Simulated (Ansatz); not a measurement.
CH4F3NZr

```xyz
10

C     0.7897   -1.2762    0.2453
N     0.6772    0.0804   -0.2581
Zr   -0.9772    1.2128   -0.1580
F    -2.3905    0.2681   -1.0322
F    -0.5823    2.8909   -0.9703
F    -1.4764    1.3695    1.6806
H     1.0304   -1.9906   -0.5490
H     1.5479   -1.3617    1.0309
H    -0.1605   -1.5973    0.6841
H     1.5416    0.4043   -0.6734
```

Geometry: PBE0-D4/def2-TZVP; core potentials replace the inner electrons of Zr.

Theory: RKS PBE0-D4/def2-TZVPP in Ansatz.

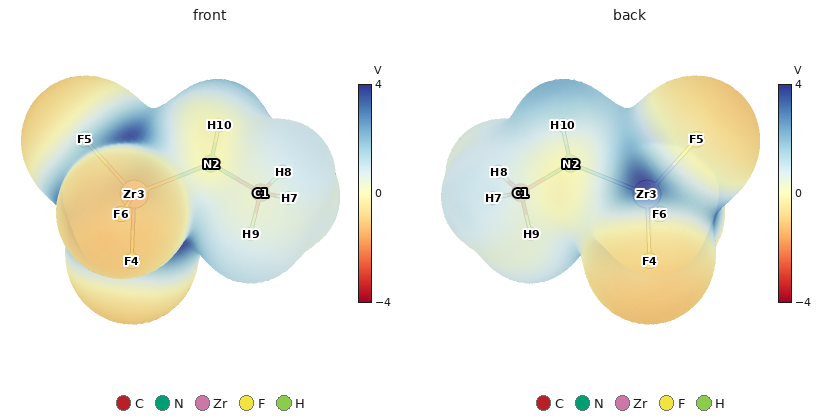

Figure 1. The electrostatic potential painted on the density surface at 0.002 e/bohr³, seen from the front and from behind; the colour scale runs from red (negative) to blue (positive).

> Describe the electrostatic potential map.

The most negative region (about −1.2 V) lies over F4 and F6, the most positive (about +3.8 V) over Zr3.

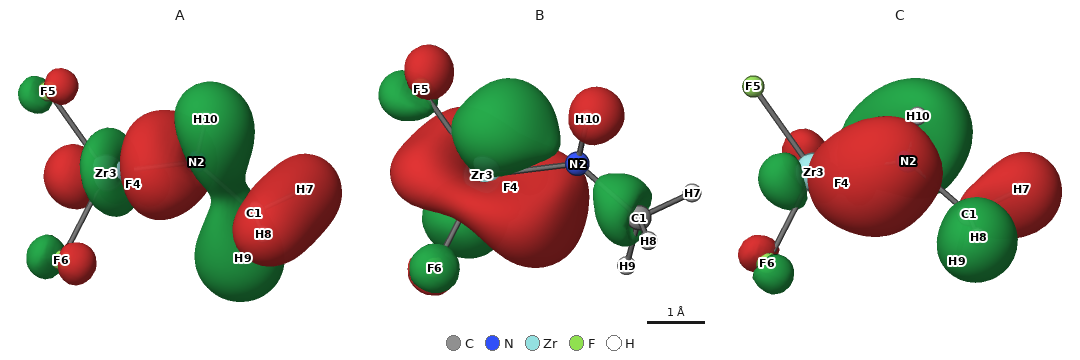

Figure 2. Three frontier orbitals at ±0.1 Å⁻³ᐟ² (green and red are the two phases), in no order.

> Which picture is the HOMO−1, the HOMO and the LUMO?

A is the HOMO−1 (−9.94 eV). By Hirshfeld shares it lies mainly on N2 (about 35 %), C1 (about 20 %), Zr3 (about 15 %), H9 (about 10 %) and H10 (about 5 %). C is the HOMO (−7.50 eV). By Hirshfeld shares it lies mainly on N2 (about 55 %), Zr3 (about 15 %) and C1 (about 10 %). B is the LUMO (−0.96 eV). Its weight (Hirshfeld) is mainly on Zr3 (about 70 %), F5 (about 5 %) and N2 (about 5 %).

> What is the HOMO–LUMO gap?

6.54 eV between the orbital energies.

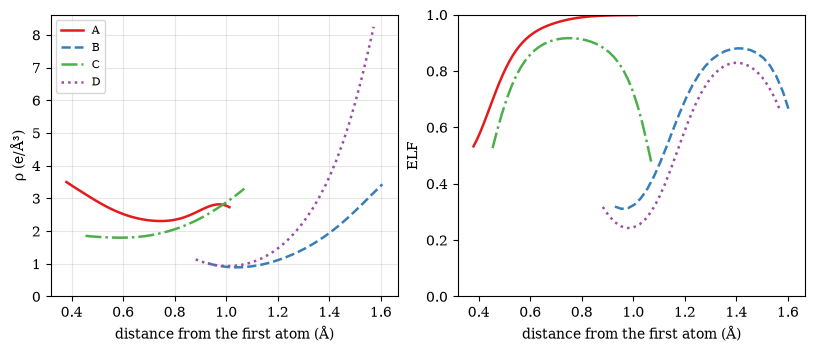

Figure 3. Electron density and ELF along straight lines between neighbouring atoms. The curves leave out the atomic cores.

> Which curve belongs to which contact (C–N, N–H, Zr–F and Zr–N)? The first atom named is at distance zero.

Curve A: N–H (1.01 Å): ρ at the midpoint is about 2.9 e/Å³; the ELF climbs to about 1 towards the hydrogen, as it does in any bond to H (a covalent bond by its length). Curve B: Zr–N (2.01 Å): ρ at the midpoint is about 0.9 e/Å³; the ELF peaks at about 0.90 in the valence shell of N, 0.6 Å from its nucleus, and is about 0.35 at the midpoint. Curve C: C–N (1.45 Å): ρ is about 1.9 e/Å³ halfway; the ELF peaks at about 0.90 between the atoms; a shared electron pair. Curve D: Zr–F (1.91 Å): ρ is about 0.97 e/Å³ halfway; the ELF peaks at about 0.85 in the valence shell of F, 0.5 Å from its nucleus, and drops to about 0.25 between the two atoms.

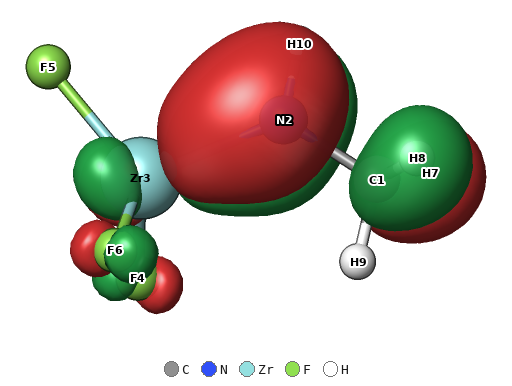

Figure 4. The HOMO at ±0.1 Å⁻³ᐟ² (green and red are the two phases), seen across its widest extent.

> Describe this orbital and give its energy.

Its weight (Hirshfeld) is mainly on N2 (about 55 %), Zr3 (about 15 %) and C1 (about 10 %). Its energy is −7.50 eV.
